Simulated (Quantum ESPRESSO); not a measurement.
## Effort and miss along a sweep of ecutwfc: Ta₅Sb₄ (I4/m, 9 atoms in the cell)

Cell: a = 7.4513 Å, b = 7.4513 Å, c = 7.4513 Å, α = 93.24°, β = 93.24°, γ = 152.50°.

Method of the run: PBEsol, GBRV 1.5 ultrasoft (PBESOL) pseudopotentials (plane waves; Quantum ESPRESSO 7.5).

Base settings: ecutwfc = 40 Ry; ecutrho = 320 Ry; occupations = smearing; smearing = fermi-dirac; degauss = 0.0073499 Ry; potentials = {Ta: ta_pbesol_v1.uspp.F.UPF, Sb: sb_pbesol_v1.4.uspp.F.UPF}; K_POINTS = automatic 7 7 7 0 0 0; conv_thr = 1e-09 Ry; mixing_beta = 0.5.

Misses are taken against the tightest run, 52 Ry (ecutrho: 320 Ry → 416 Ry), which need not be fully converged itself. The energy is the free energy per atom.

The count of work is k-points × plane waves × bands × iterations; it is no time, and leaves out set-up, grids and terms that scale otherwise. Core times come from one kind of shared machine and are given to one figure; runs under 30 s give none.

The starting cell comes from a database of published, mostly measured structures (it also holds non-ambient and calculated ones), without a prior relaxation at this level. Spin polarisation is off.

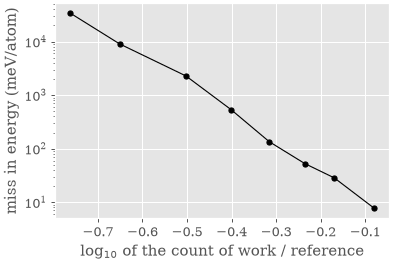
Figure: Miss against the count of work; the reference run is not drawn, and misses under 0.1 meV/atom are drawn there.

```csv
ecutwfc,energy less reference (meV/atom),pressure less reference (GPa),largest difference in the force on any atom (eV/Å),count of work / reference,core time / reference (rough)
16 Ry (ecutrho: 320 Ry → 128 Ry),33989.32,-918.94,0.368,0.17,0.1
20 Ry (ecutrho: 320 Ry → 160 Ry),9045.67,-316.98,0.111,0.22,0.2
24 Ry (ecutrho: 320 Ry → 192 Ry),2280.89,-100.77,0.032,0.31,0.3
28 Ry (ecutrho: 320 Ry → 224 Ry),536.96,-28.47,0.005,0.40,0.3
32 Ry (ecutrho: 320 Ry → 256 Ry),134.78,-6.67,0.003,0.48,0.3
36 Ry (ecutrho: 320 Ry → 288 Ry),52.74,-1.55,0.005,0.58,0.8
40 Ry,28.44,-0.81,0.001,0.68,0.5
46 Ry (ecutrho: 320 Ry → 368 Ry),7.71,-0.44,0.001,0.83,1
52 Ry (ecutrho: 320 Ry → 416 Ry),0.00,0.00,0.000,1.0,1
```

The last two settings still differ by 7.7 meV/atom, so the table cannot show that the reference is converged.

Coarsest setting among those run that, with all tighter ones, holds the energy within 20 meV/atom of the reference: 46 Ry (ecutrho: 320 Ry → 368 Ry), off by 7.7 meV/atom; its saving against the reference is no more than about a factor of 2 in the count of work.

The step from 16 Ry (ecutrho: 320 Ry → 128 Ry) to 32 Ry (ecutrho: 320 Ry → 256 Ry): it takes the miss in the energy from 34000 to 130 meV/atom, for 2.8 times the count of work and roughly 3 times the time.
